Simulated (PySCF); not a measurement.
# [DyF3(H2O)]−: other functionals and bases at one geometry

Aim: see how levels, charges and forces of [DyF3(H2O)]− depend on the level of theory. It is a constructed species; whether it can be made isn't addressed.

The runs use PySCF 2.14.0; several levels, as the steps say, no spin–orbit coupling.

1 further run of the same task is left out (for a known fault of the program).

## Step 1: Starting geometry

7 atoms, charge -1, spin multiplicity 1.

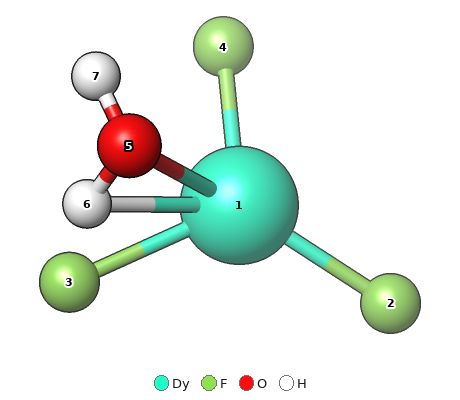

The geometry (dysprosium teal, fluorine green, oxygen red, hydrogen white); atoms are numbered from 1 in the order of the file.

Geometry (Å):

```xyz
7

Dy    0.1173    0.1431    0.2114
F     1.4957    1.0768    1.6227
F    -2.1316   -0.1375    0.6467
F     0.8620   -1.2605   -1.2772
O    -1.7459    1.2318   -1.3333
H    -2.1481    0.6835   -0.5650
H    -1.7769    0.6345   -2.0883
```

Formal oxidation states: Dy +2. Each metal's 10 4f electrons lie in its core potential, so multiplicities, spins and levels count the valence alone. An earlier session relaxed this geometry at PBE0, Dy lcecp-0-SVP with ECP56, F def2-SVP, O def2-SVP, H def2-SVP (singlet, point group C1).

At PBE0 on the finer grid: E = -406.492087 Eh, frontier levels not given, since the 4f levels lie in the core, Mulliken charge on Dy1 +0.73 e, largest force component 0.009 eV/Å. 

Levels to run: BLYP; wB97X; PBE0, TZVP. Hardware: 2 threads of Arm Neoverse V1, shared host.

## Step 2: BLYP

run.py (the lines that set the calculation) reads:

```python
mol = gto.M(atom='''
Dy     0.11731     0.14307     0.21142
F      1.49573     1.07677     1.62272
F     -2.13158    -0.13754     0.64669
F      0.86197    -1.26049    -1.27719
O     -1.74593     1.23181    -1.33331
H     -2.14809     0.68349    -0.56504
H     -1.77690     0.63455    -2.08833''',
    basis={'Dy': 'lcecp-0-SVP', 'F': 'def2-SVP', 'O': 'def2-SVP', 'H': 'def2-SVP'},
    ecp={'Dy': 'lcecp-0-SVP'},
    charge=-1, spin=0)
mf = dft.RKS(mol, xc='BLYP')
mf.grids.atom_grid = (75, 302)  # f atoms: unpruned, at least (60, 302)
mf = mf.density_fit()  # fitting sets: Dy AutoAux, F def2-universal-JKFIT, O def2-universal-JKFIT, H def2-universal-JKFIT
mf.conv_tol = 1e-08; mf.max_cycle = 55
mf.kernel(dm0)  # dm0: the density of the relaxed state
```

Command:

```console
OMP_NUM_THREADS=2 python run.py
```

What it wrote:

```text
init E= -406.796250587712
cycle= 1 E= -406.80116222502  delta_E= -0.00491  |g|= 0.115  |ddm|= 0.461
cycle= 2 E= -406.788715161633  delta_E= 0.0124  |g|= 0.294  |ddm|= 0.344
cycle= 3 E= -406.803982348233  delta_E= -0.0153  |g|= 0.0184  |ddm|= 0.208
cycle= 4 E= -406.804049453059  delta_E= -6.71e-05  |g|= 0.00752  |ddm|= 0.0202
cycle= 5 E= -406.804059380133  delta_E= -9.93e-06  |g|= 0.00115  |ddm|= 0.00631
cycle= 6 E= -406.804059553418  delta_E= -1.73e-07  |g|= 0.000591  |ddm|= 0.00119
cycle= 7 E= -406.80405961748  delta_E= -6.41e-08  |g|= 5.29e-05  |ddm|= 0.000453
cycle= 8 E= -406.804059617995  delta_E= -5.15e-10  |g|= 1.78e-05  |ddm|= 5.13e-05
Extra cycle  E= -406.804059617664  delta_E= 3.31e-10  |g|= 4.65e-05  |ddm|= 5.02e-05
converged SCF energy = -406.804059617664
```

Wall time 5.1 s (2 threads of Arm Neoverse V1, shared host).

Read off: E = -406.804060 Eh, frontier levels not given, since the 4f levels lie in the core, Mulliken charge on Dy1 +0.46 e, largest force component 0.845 eV/Å. 

## Step 3: wB97X

run.py (the lines that set the calculation), as its differences from that of step 2:

```diff
@@ -11,3 +11,3 @@
     charge=-1, spin=0)
-mf = dft.RKS(mol, xc='BLYP')
+mf = dft.RKS(mol, xc='WB97X')
 mf.grids.atom_grid = (75, 302)  # f atoms: unpruned, at least (60, 302)
```

Command:

```console
OMP_NUM_THREADS=2 python run.py
```

What it wrote:

```text
init E= -406.800048337702
cycle= 1 E= -406.801087487887  delta_E= -0.00104  |g|= 0.0181  |ddm|= 0.0948
cycle= 2 E= -406.801124587407  delta_E= -3.71e-05  |g|= 0.0169  |ddm|= 0.0245
cycle= 3 E= -406.801170490429  delta_E= -4.59e-05  |g|= 0.00258  |ddm|= 0.0122
cycle= 4 E= -406.801172656088  delta_E= -2.17e-06  |g|= 0.000767  |ddm|= 0.00441
cycle= 5 E= -406.80117278281  delta_E= -1.27e-07  |g|= 0.000152  |ddm|= 0.000668
cycle= 6 E= -406.801172802412  delta_E= -1.96e-08  |g|= 3.38e-05  |ddm|= 0.000465
cycle= 7 E= -406.801172803079  delta_E= -6.66e-10  |g|= 1.65e-05  |ddm|= 7.98e-05
Extra cycle  E= -406.801172803107  delta_E= -2.81e-11  |g|= 1.83e-05  |ddm|= 2.63e-05
converged SCF energy = -406.801172803107
```

Wall time 5.9 s (2 threads of Arm Neoverse V1, shared host).

Read off: E = -406.801173 Eh, frontier levels not given, since the 4f levels lie in the core, Mulliken charge on Dy1 +0.74 e, largest force component 0.135 eV/Å. 

## Step 4: PBE0, TZVP

Basis: Dy lcecp-0-TZVP with ECP56, F def2-TZVP, O def2-TZVP, H def2-TZVP. 

run.py (the lines that set the calculation) reads:

```python
mol = gto.M(atom='''
Dy     0.11731     0.14307     0.21142
F      1.49573     1.07677     1.62272
F     -2.13158    -0.13754     0.64669
F      0.86197    -1.26049    -1.27719
O     -1.74593     1.23181    -1.33331
H     -2.14809     0.68349    -0.56504
H     -1.77690     0.63455    -2.08833''',
    basis={'Dy': 'lcecp-0-TZVP', 'F': 'def2-TZVP', 'O': 'def2-TZVP', 'H': 'def2-TZVP'},
    ecp={'Dy': 'lcecp-0-TZVP'},
    charge=-1, spin=0)
mf = dft.RKS(mol, xc='PBE0')
mf.grids.atom_grid = (75, 302)  # f atoms: unpruned, at least (60, 302)
mf = mf.density_fit()  # fitting sets: Dy AutoAux, F def2-universal-JKFIT, O def2-universal-JKFIT, H def2-universal-JKFIT
mf.conv_tol = 1e-08; mf.max_cycle = 55
mf.kernel(dm0)  # dm0: free metal ions and neutral atoms
```

Command:

```console
OMP_NUM_THREADS=2 python run.py
```

What it wrote:

```text
init E= -422.036691173059
cycle= 1 E= -404.601828385457  delta_E= 17.4  |g|= 3.87  |ddm|= 3.12
cycle= 2 E= -403.636158432524  delta_E= 0.966  |g|= 4.98  |ddm|= 3.76
cycle= 3 E= -406.925731476676  delta_E= -3.29  |g|= 0.48  |ddm|= 1.85
cycle= 4 E= -406.958531656565  delta_E= -0.0328  |g|= 0.329  |ddm|= 0.494
cycle= 5 E= -406.973294353549  delta_E= -0.0148  |g|= 0.0934  |ddm|= 0.195
cycle= 6 E= -406.974662537573  delta_E= -0.00137  |g|= 0.0102  |ddm|= 0.0563
cycle= 7 E= -406.974677923964  delta_E= -1.54e-05  |g|= 0.00177  |ddm|= 0.00705
cycle= 8 E= -406.974678424931  delta_E= -5.01e-07  |g|= 0.00105  |ddm|= 0.00194
cycle= 9 E= -406.974678589153  delta_E= -1.64e-07  |g|= 0.000335  |ddm|= 0.000652
cycle= 10 E= -406.974678606807  delta_E= -1.77e-08  |g|= 4.38e-05  |ddm|= 0.000204
cycle= 11 E= -406.974678607057  delta_E= -2.5e-10  |g|= 2.62e-05  |ddm|= 3.82e-05
Extra cycle  E= -406.974678606897  delta_E= 1.61e-10  |g|= 4.2e-05  |ddm|= 3.23e-05
converged SCF energy = -406.974678606897
```

Run time: 14 s. Hardware: 2 threads of Arm Neoverse V1, shared host.

Read off: E = -406.974679 Eh, frontier levels not given, since the 4f levels lie in the core, Mulliken charge on Dy1 +1.15 e, largest force component 0.253 eV/Å. 

## Step 5: All levels side by side

| level | state | charge on Dy1 (e) | dipole (D) | largest force (eV/Å) | basis functions | time |
| --- | --- | --- | --- | --- | --- | --- |
| PBE0 (relaxed here) | singlet | 0.73 | 1.52 | 0.01 | 97 | 12 s |
| BLYP | singlet | 0.46 | 1.53 | 0.84 | 97 | 5.1 s |
| wB97X | singlet | 0.74 | 1.53 | 0.13 | 97 | 5.9 s |
| PBE0, TZVP | singlet | 1.15 | 1.42 | 0.25 | 183 | 14 s |

Times are on 2 threads of Arm Neoverse V1, shared host; the first row also made further properties. The dipole of a charged species depends on the origin, so these sizes hold for this origin alone.

The largest leftover force, 0.84 eV/Å with BLYP, stands at a geometry relaxed at another level. The Mulliken charge on Dy spans +0.46 to +1.15 e over the levels. With 4f in the core, its levels are missing from HOMO and gap. Total energies of different levels can't be compared. Spin–orbit coupling is left out throughout.
